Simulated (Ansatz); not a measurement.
```xyz
12

C    -0.1074    0.7080    1.5362
C     0.6954    0.4172    0.2734
C     0.1066   -0.7369   -0.5299
Cd    2.7549    0.0923    0.7140
Cl    4.9817   -0.2663    1.1954
H    -0.1146   -0.1489    2.2298
H     0.2750    1.5789    2.0910
H    -1.1632    0.9205    1.2830
H     0.7012    1.3219   -0.3586
H     0.1125   -1.6824    0.0369
H    -0.9486   -0.5287   -0.7895
H     0.6443   -0.9143   -1.4743
```

Geometry: PBE0-D4/def2-SVP; core potentials replace the inner electrons of Cd.

Computed with Ansatz 0.2.0, isolated molecule in a Gaussian basis; Kohn-Sham density functional theory, functional PBE0.

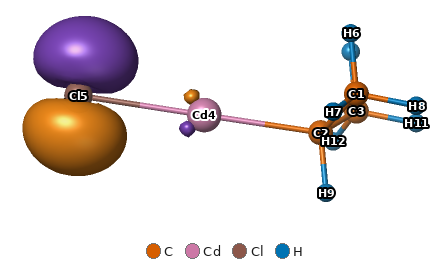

C3H7CdCl (SMILES C[CH](C)[Cd][Cl]). The HOMO−1 at ±0.2 Å⁻³ᐟ² (orange and purple are the two phases), seen from one side.

> What is the character of this orbital?

It lies mainly on Cl5 (about 90 %) and Cd4 (about 10 %); largely a lone pair of Cl5. Its energy is −8.25 eV.
